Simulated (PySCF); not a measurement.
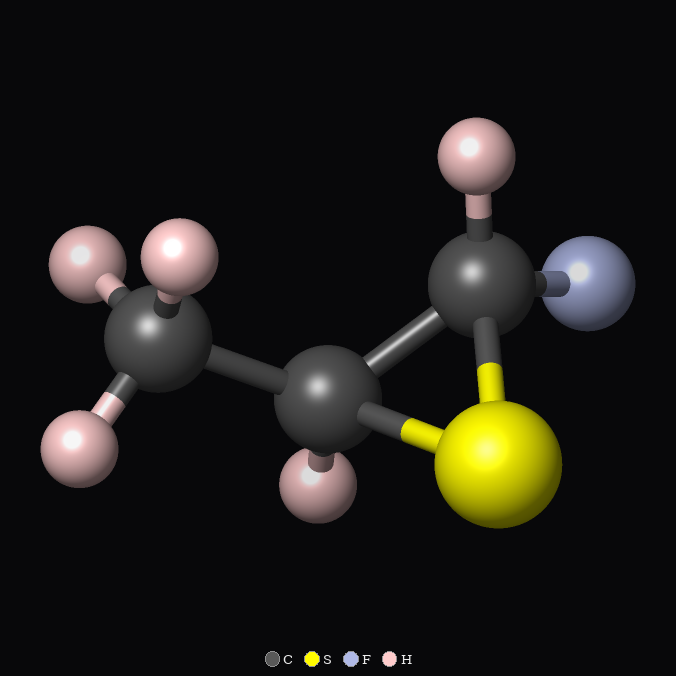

The picture shows a molecular structure as a ball-and-stick model. Every bond is drawn as one stick, whatever its order.

Computed geometry: GFN2-xTB optimisation. No frequency run is at hand to confirm it as a minimum.

Description:

Formula C3H5FS. SMILES: `C[C@@H]1S[C@H]1F`. Independent rings (smallest set): 1 of 3 members. Among its groups: thioether, C–F bond. This geometry has C1 symmetry. Coordination, clear cases only: 1 C tetrahedral.

More results for the same structure follow; atom numbers are the same in all pictures, views and colours differ.

## Dipole moment

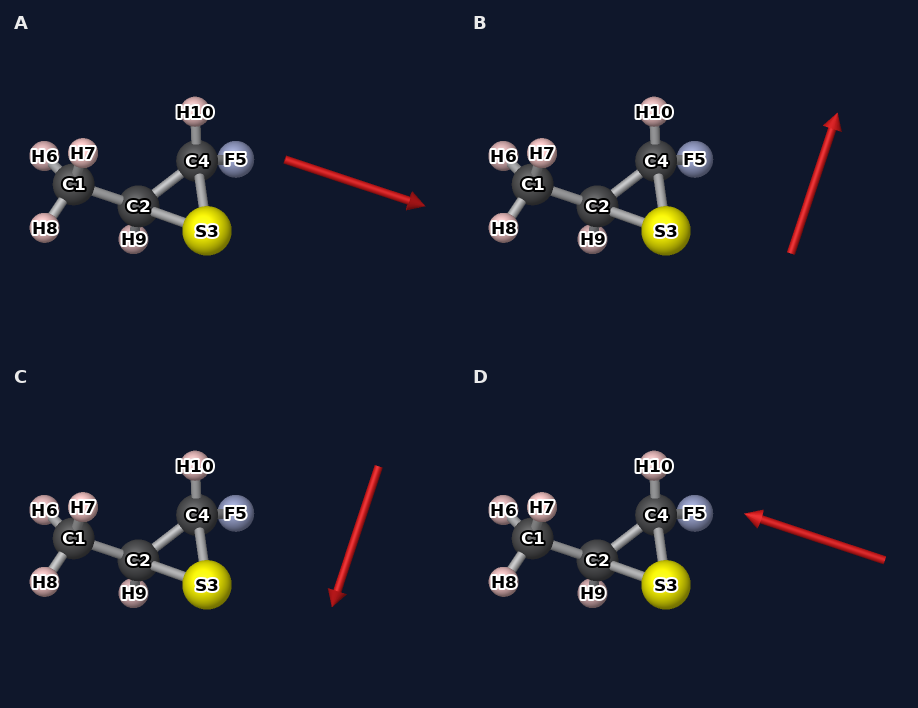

The same molecule four times, each with an arrow. No frequency run is at hand to confirm it as a minimum. Properties computed with CAM-B3LYP/def2-SVPD, gas phase (PySCF 2.14.0).

> Which arrow points along the dipole moment, from the negative to the positive end?

D. The dipole moment is 2.41 D; it points from the side of F5 to the side of H6 (the outermost atoms at the two ends).

## Polarisability

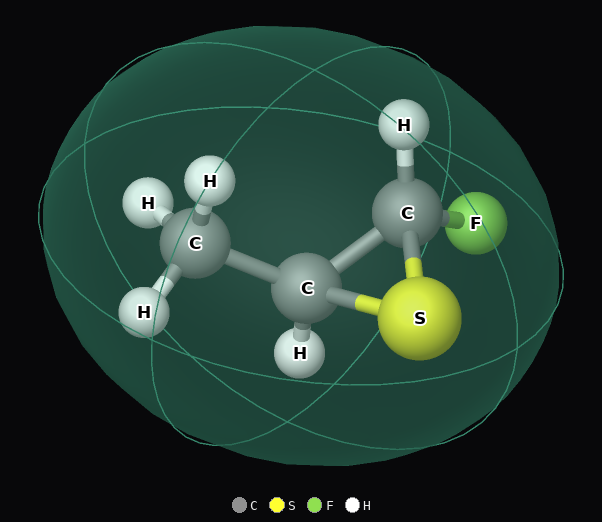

The ellipsoid shows the static dipole polarisability: its half-axes are proportional to the principal values. No frequency run is at hand to confirm it as a minimum. Method: CAM-B3LYP/def2-SVPD (PySCF 2.14.0).

> Give the principal values, the mean and the anisotropy.

Principal values 48.3, 56.2, 63.7 bohr³; mean 56.1 bohr³ (8.31 Å³); anisotropy 13.3 bohr³, so the longest axis is 1.32 times the shortest.

## Core levels

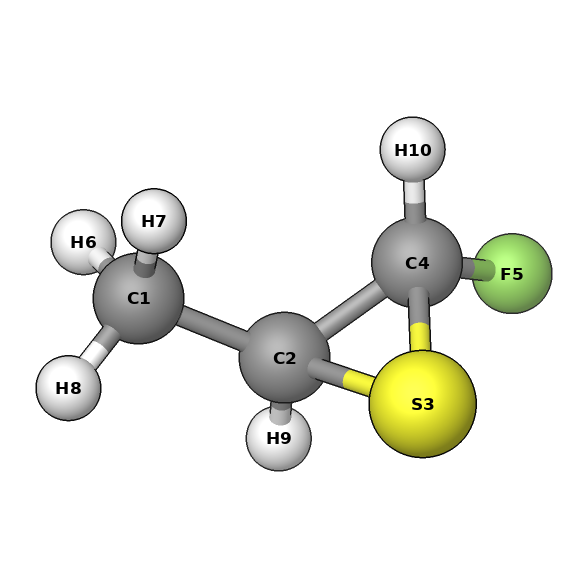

No frequency run is at hand to confirm it as a minimum. Level of theory: delta-SCF UKS SCAN, pcX-2 on the ionised atom, pcseg-1 elsewhere, spin-free X2C (PySCF 2.14.0).

Give the core-electron binding energies (to vacuum; p and d levels without spin–orbit splitting) of C1 1s, C2 1s, S3 1s, S3 2p, C4 1s, F5 1s.

```csv
atom,level,binding energy (eV)
C1,1s,291.2
C2,1s,291.9
S3,1s,2477.0
S3,2p,169.7
C4,1s,293.8
F5,1s,692.8
```
